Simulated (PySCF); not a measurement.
# Single-point calculation, with input and output: C4H5P (charge +1)

- system: C4H5P, charge +1, multiplicity 2
- method: M06-2X/6-31G*, UKS (PySCF 2.14.0)

The geometry is that of the parent species in another charge or spin state. The geometry comes from this level: GFN2-xTB.

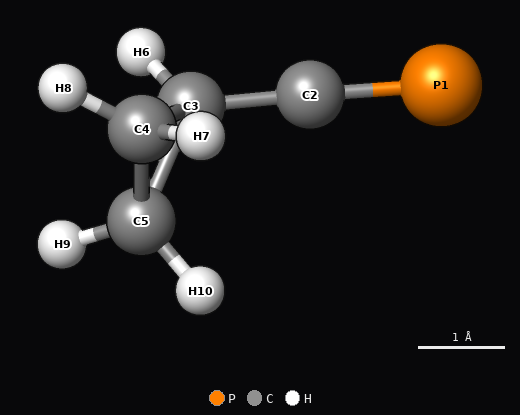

*The structure as given in the input (ball-and-stick view, seen at a tilt; atoms are numbered from 1 in the order of the input).*

Bond lengths as drawn: C–C 1.42 to 1.51 Å, C–H 1.08 to 1.09 Å and C–P 1.55 Å.

Key numbers:

- outcome: converged
- total energy: −496.260305 hartree
- basis functions: 84
- ⟨S²⟩: 0.756
- hardware: 1 thread of Arm Neoverse V1, 24 GiB of memory available, shared host
- wall time: 90 s
- peak memory: 0.49 GiB

The record of the run, not the program, notes: dipole of an ion depends on the origin; logged alpha LUMO and gap are faulty.

Input file (run.py):
```python
from pyscf import gto, dft

mol = gto.Mole()
mol.atom = '''
P      0.693310    -1.741840     2.522910
C      0.031560    -0.890750     1.403170
C     -0.536670    -0.102220     0.372040
C     -0.017360    -0.243380    -1.040760
C      0.291820     0.991470    -0.264180
H     -1.599350     0.091220     0.486400
H      0.780370    -0.951480    -1.208640
H     -0.734640    -0.189090    -1.845640
H     -0.209200     1.911720    -0.523750
H      1.300160     1.124360     0.098440
'''
mol.charge = 1
mol.verbose = 4
mol.spin = 1
mol.max_memory = 1860
mol.basis = '6-31g*'
mol.build()

mf = dft.UKS(mol)
mf.xc = 'm06-2x'
mf = mf.density_fit(auxbasis='cc-pvqz-jkfit')
mf.conv_tol = 1e-10
mf.grids.level = 4
mf.kernel()
if not mf.converged:
    mf = mf.newton().run(mf.mo_coeff, mf.mo_occ)

etot = mf.e_tot
print('E(%s) = %.9f' % ('M06-2X', etot))
```

Command:
```bash
OMP_NUM_THREADS=1 python run.py
```

Output:
```
PySCF version 2.14.0

[INPUT] num. atoms = 10
[INPUT] num. electrons = 43
[INPUT] charge = 1
[INPUT] spin (= nelec alpha-beta = 2S) = 1
[INPUT] symmetry False subgroup None
[INPUT] Mole.unit = angstrom
[INPUT] Symbol           X                Y                Z      unit          X                Y                Z       unit  Magmom
[INPUT]  1 P      0.693310000000  -1.741840000000   2.522910000000 AA    1.310166019422  -3.291600552812   4.767608936926 Bohr   0.0
[INPUT]  2 C      0.031560000000  -0.890750000000   1.403170000000 AA    0.059639756491  -1.683273545456   2.651607006206 Bohr   0.0
[INPUT]  3 C     -0.536670000000  -0.102220000000   0.372040000000 AA   -1.014159319270  -0.193167804453   0.703053707383 Bohr   0.0
[INPUT]  4 C     -0.017360000000  -0.243380000000  -1.040760000000 AA   -0.032805645522  -0.459921544197  -1.966751361402 Bohr   0.0
[INPUT]  5 C      0.291820000000   0.991470000000  -0.264180000000 AA    0.551459877671   1.873606760723  -0.499227847588 Bohr   0.0
[INPUT]  6 H     -1.599350000000   0.091220000000   0.486400000000 AA   -3.022333477323   0.172380817083   0.919162786988 Bohr   0.0
[INPUT]  7 H      0.780370000000  -0.951480000000  -1.208640000000 AA    1.474685575827  -1.798036613001  -2.283998583194 Bohr   0.0
[INPUT]  8 H     -0.734640000000  -0.189090000000  -1.845640000000 AA   -1.388268400150  -0.357328312894  -3.487754124542 Bohr   0.0
[INPUT]  9 H     -0.209200000000   1.911720000000  -0.523750000000 AA   -0.395330705259   3.612627226854  -0.989744057741 Bohr   0.0
[INPUT] 10 H      1.300160000000   1.124360000000   0.098440000000 AA    2.456946318115   2.124732465416   0.186024639702 Bohr   0.0

nuclear repulsion = 183.850665418084
number of shells = 42
number of NR pGTOs = 179
number of NR cGTOs = 84
basis = 6-31g*
ecp = {}

******** <class 'pyscf.df.df_jk.DFUKS'> ********
method = DFUKS
initial guess = minao
damping factor = 0
level_shift factor = 0
DIIS = <class 'pyscf.scf.diis.CDIIS'>
diis_start_cycle = 1
diis_space = 8
diis_damp = 0
SCF conv_tol = 1e-10
SCF conv_tol_grad = None
SCF max_cycles = 50
direct_scf = False
number electrons alpha = 22  beta = 21
XC library pyscf.dft.libxc version 7.0.0
    S. Lehtola, C. Steigemann, M. J.T. Oliveira, and M. A.L. Marques.,  SoftwareX 7, 1–5 (2018)
XC functionals = m06-2x
    Y. Zhao and D. G. Truhlar.,  Theor. Chem. Acc. 120, 215 (2008)
    Y. Zhao and D. G. Truhlar.,  Theor. Chem. Acc. 120, 215 (2008)
radial grids:
    Treutler-Ahlrichs [JCP 102, 346 (1995); DOI:10.1063/1.469408] (M4) radial grids

becke partition: Becke, JCP 88, 2547 (1988); DOI:10.1063/1.454033
pruning grids: <function nwchem_prune>
grids dens level: 4
symmetrized grids: False
atomic radii adjust function: <function treutler_atomic_radii_adjust>
small_rho_cutoff = 0
Set gradient conv threshold to 1e-05
tot grids = 222048
******** <class 'pyscf.df.df.DF'> ********
auxbasis = cc-pvqz-jkfit
init E= -497.494192251424
  alpha nocc = 22  HOMO = -0.277152985058463  LUMO = -0.0730526513347058
  beta  nocc = 21  HOMO = -0.29495381177408  LUMO = -0.277152985058463

WARN: HOMO -0.277152985058463 >= LUMO -0.277152985058463

cycle= 1 E= -496.232244873256  delta_E= 1.26  |g|= 0.183  |ddm|= 2.17
  alpha nocc = 22  HOMO = -0.571295364439705  LUMO = -0.25518678583061
  beta  nocc = 21  HOMO = -0.565435538629512  LUMO = -0.416218359293499
  HOMO = -0.56543553863  LUMO = -0.416218359293  gap/eV = 4.06041
cycle= 2 E= -496.244915308662  delta_E= -0.0127  |g|= 0.165  |ddm|= 0.458
  alpha nocc = 22  HOMO = -0.540360655462031  LUMO = -0.223497670380701
  beta  nocc = 21  HOMO = -0.536953193008033  LUMO = -0.381558021483758
  HOMO = -0.536953193008  LUMO = -0.381558021484  gap/eV = 4.22852
cycle= 3 E= -496.257473895185  delta_E= -0.0126  |g|= 0.0648  |ddm|= 0.202
  alpha nocc = 22  HOMO = -0.535780938796933  LUMO = -0.217992260036061
  beta  nocc = 21  HOMO = -0.532838714034224  LUMO = -0.373003782821839
  HOMO = -0.532838714034  LUMO = -0.373003782822  gap/eV = 4.34933
cycle= 4 E= -496.259992541651  delta_E= -0.00252  |g|= 0.019  |ddm|= 0.0887
  alpha nocc = 22  HOMO = -0.537573688305518  LUMO = -0.21891889362167
  beta  nocc = 21  HOMO = -0.53326369475506  LUMO = -0.372713283831181
  HOMO = -0.533263694755  LUMO = -0.372713283831  gap/eV = 4.36880
cycle= 5 E= -496.260253134743  delta_E= -0.000261  |g|= 0.00617  |ddm|= 0.026
  alpha nocc = 22  HOMO = -0.538451738373305  LUMO = -0.220259871080842
  beta  nocc = 21  HOMO = -0.534251829541943  LUMO = -0.373037010699525
  HOMO = -0.534251829542  LUMO = -0.3730370107  gap/eV = 4.38688
cycle= 6 E= -496.260285050858  delta_E= -3.19e-05  |g|= 0.00217  |ddm|= 0.00889
  alpha nocc = 22  HOMO = -0.538616410679153  LUMO = -0.220140697165162
  beta  nocc = 21  HOMO = -0.534272938566598  LUMO = -0.372513714602519
  HOMO = -0.534272938567  LUMO = -0.372513714603  gap/eV = 4.40169
cycle= 7 E= -496.260298708803  delta_E= -1.37e-05  |g|= 0.00162  |ddm|= 0.00647
  alpha nocc = 22  HOMO = -0.538627053808604  LUMO = -0.220324772204365
  beta  nocc = 21  HOMO = -0.534278624426493  LUMO = -0.372336643700449
  HOMO = -0.534278624426  LUMO = -0.3723366437  gap/eV = 4.40667
cycle= 8 E= -496.26030294268  delta_E= -4.23e-06  |g|= 0.000601  |ddm|= 0.00369
  alpha nocc = 22  HOMO = -0.538693307074376  LUMO = -0.220448367230685
  beta  nocc = 21  HOMO = -0.534375719855028  LUMO = -0.372308600818638
  HOMO = -0.534375719855  LUMO = -0.372308600819  gap/eV = 4.41007
cycle= 9 E= -496.260304337041  delta_E= -1.39e-06  |g|= 0.000195  |ddm|= 0.00279
  alpha nocc = 22  HOMO = -0.538687111552933  LUMO = -0.220478302214382
  beta  nocc = 21  HOMO = -0.534388119038944  LUMO = -0.372310366420328
  HOMO = -0.534388119039  LUMO = -0.37231036642  gap/eV = 4.41036
cycle= 10 E= -496.260304522986  delta_E= -1.86e-07  |g|= 9.31e-05  |ddm|= 0.000964
  alpha nocc = 22  HOMO = -0.53867531463566  LUMO = -0.220471742111063
  beta  nocc = 21  HOMO = -0.534385983485317  LUMO = -0.372307162954382
  HOMO = -0.534385983485  LUMO = -0.372307162954  gap/eV = 4.41039
cycle= 11 E= -496.26030456803  delta_E= -4.5e-08  |g|= 5.01e-05  |ddm|= 0.000465
  alpha nocc = 22  HOMO = -0.538682699802987  LUMO = -0.22047819005911
  beta  nocc = 21  HOMO = -0.534392860379705  LUMO = -0.37231306560182
  HOMO = -0.53439286038  LUMO = -0.372313065602  gap/eV = 4.41042
cycle= 12 E= -496.260304581294  delta_E= -1.33e-08  |g|= 3.45e-05  |ddm|= 0.000271
  alpha nocc = 22  HOMO = -0.538678626982845  LUMO = -0.220470539228716
  beta  nocc = 21  HOMO = -0.534386837389335  LUMO = -0.372310318922187
  HOMO = -0.534386837389  LUMO = -0.372310318922  gap/eV = 4.41033
cycle= 13 E= -496.260304584555  delta_E= -3.26e-09  |g|= 2.68e-05  |ddm|= 0.000139
  alpha nocc = 22  HOMO = -0.538680817580349  LUMO = -0.220472783371415
  beta  nocc = 21  HOMO = -0.534388760026076  LUMO = -0.372309459203078
  HOMO = -0.534388760026  LUMO = -0.372309459203  gap/eV = 4.41040
cycle= 14 E= -496.260304585502  delta_E= -9.47e-10  |g|= 1.19e-05  |ddm|= 6.95e-05
  alpha nocc = 22  HOMO = -0.538680904042455  LUMO = -0.220470543098341
  beta  nocc = 21  HOMO = -0.534387434469139  LUMO = -0.372309742880698
  HOMO = -0.534387434469  LUMO = -0.372309742881  gap/eV = 4.41036
cycle= 15 E= -496.260304585936  delta_E= -4.34e-10  |g|= 5.26e-06  |ddm|= 5.38e-05
  alpha nocc = 22  HOMO = -0.538681147816741  LUMO = -0.220471191911602
  beta  nocc = 21  HOMO = -0.534387819517468  LUMO = -0.372309568322903
  HOMO = -0.534387819517  LUMO = -0.372309568323  gap/eV = 4.41037
cycle= 16 E= -496.260304586039  delta_E= -1.03e-10  |g|= 3.24e-06  |ddm|= 1.84e-05
  alpha nocc = 22  HOMO = -0.538681109153279  LUMO = -0.220470764962472
  beta  nocc = 21  HOMO = -0.534387635540141  LUMO = -0.372309530306866
  HOMO = -0.53438763554  LUMO = -0.372309530307  gap/eV = 4.41037
cycle= 17 E= -496.260304586159  delta_E= -1.2e-10  |g|= 2.36e-06  |ddm|= 2.47e-05
  alpha nocc = 22  HOMO = -0.538681003721241  LUMO = -0.22047077613206
  beta  nocc = 21  HOMO = -0.534387571371316  LUMO = -0.372309500088629
  HOMO = -0.534387571371  LUMO = -0.372309500089  gap/eV = 4.41037
cycle= 18 E= -496.260304586214  delta_E= -5.47e-11  |g|= 1.93e-06  |ddm|= 1.41e-05
  alpha nocc = 22  HOMO = -0.538681031999767  LUMO = -0.220470724322292
  beta  nocc = 21  HOMO = -0.534387623716835  LUMO = -0.372309527171844
  HOMO = -0.534387623717  LUMO = -0.372309527172  gap/eV = 4.41037
```

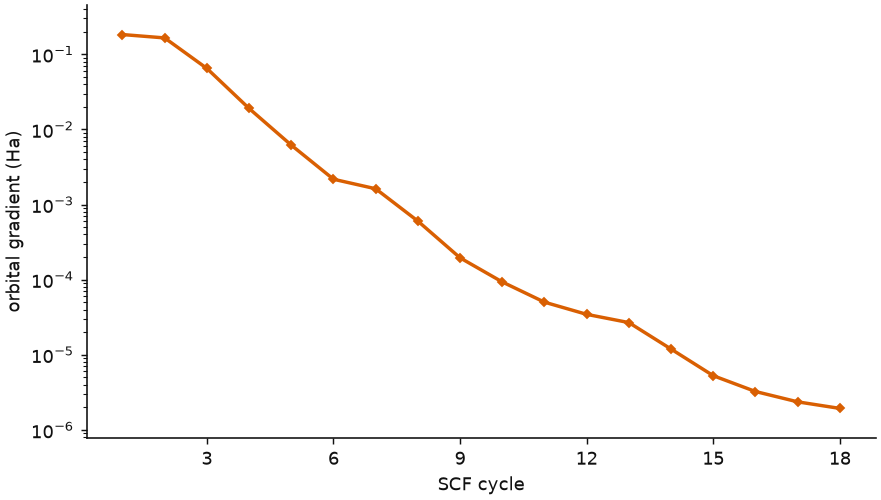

*Convergence of the self-consistent field: orbital gradient against the SCF cycle.*

The residual falls at every step.

```
Extra cycle  E= -496.260304586249  delta_E= -3.48e-11  |g|= 1.78e-06  |ddm|= 8.85e-06
converged SCF energy = -496.260304586249  <S^2> = 0.75591855  2S+1 = 2.0059098
E(M06-2X) = -496.260304586
```
